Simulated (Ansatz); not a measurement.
C$_{2}$H$_{6}$Cl$_{2}$OZr (SMILES C[O][Zr]([CH3])([Cl])[Cl])

| atom | x (Å) | y (Å) | z (Å) |
| --- | --- | --- | --- |
| C | -2.1892 | 0.8655 | -0.4073 |
| O | -0.8505 | 0.6446 | -0.0816 |
| Zr | 0.9597 | 0.5124 | 0.4047 |
| C | 1.4626 | -1.5919 | 0.0146 |
| Cl | 2.3309 | 1.8174 | -0.9985 |
| Cl | 1.2635 | 0.8722 | 2.7133 |
| H | -2.5657 | 0.0355 | -1.0110 |
| H | -2.2895 | 1.7924 | -0.9785 |
| H | -2.7893 | 0.9422 | 0.5034 |
| H | 1.3110 | -1.8450 | -1.0405 |
| H | 2.5135 | -1.7813 | 0.2630 |
| H | 0.8431 | -2.2640 | 0.6185 |

Geometry: PBE0-D4/def2-TZVP; core potentials replace the inner electrons of Zr.

Computed with RKS PBE0-D4/def2-TZVPP (Ansatz).

What can the converged electron density and electron localisation function tell about the bonding?

C–O (1.40 Å): ρ at the midpoint is about 2.1 e/Å³, with its minimum of 1.8 e/Å³ about 0.5 Å from C; the ELF peaks at about 0.85 between the atoms (a polar covalent bond).
Zr–O (1.88 Å): ρ is about 1 e/Å³ halfway; the ELF peaks at about 0.80 in the valence shell of O, 0.5 Å from its nucleus, and drops to about 0.25 between the two atoms.
C–Zr (2.20 Å): ρ is about 0.75 e/Å³ halfway; the ELF peaks at about 0.95 in the valence shell of C, 0.7 Å from its nucleus, and is about 0.55 at the midpoint.
C–H (1.10 Å): the density is about 1.9 e/Å³ at the midpoint; the ELF climbs to about 1 towards the hydrogen, as it does in any bond to H; an ordinary covalent bond to hydrogen.

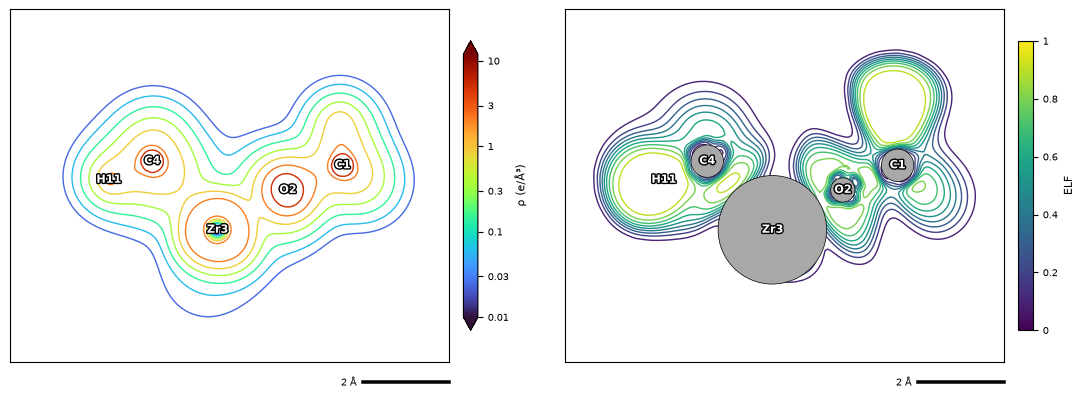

Computed electron density and electron localisation function on the plane of atoms O2, Zr3 and C4, in this order. Grey discs cover the atomic cores in the ELF map. 
